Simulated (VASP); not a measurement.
Band structure of CdO (rock salt). Method: LDA (Ceperley-Alder, Perdew-Zunger) with spin-orbit coupling, VASP's LDA PAW potentials (set 64) (plane waves; VASP).

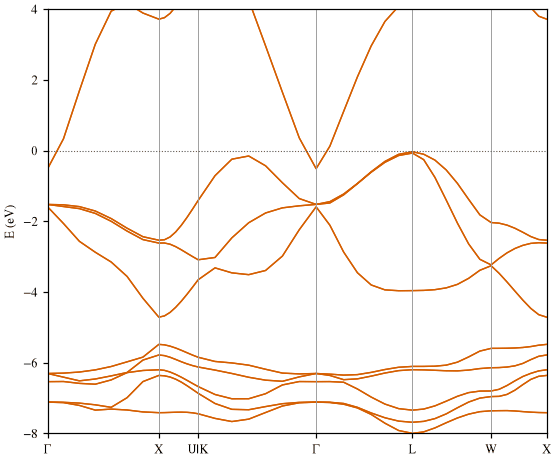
Fig. 1. Bands along high-symmetry lines, zero at the valence-band maximum or, without a gap, the Fermi level

### Question
Read the plot: is there a gap, and where are the band edges?

### Answer
It has no gap at this level: it comes out as a metal or semimetal.

The compound is CdO in the rock salt structure. It was relaxed first.
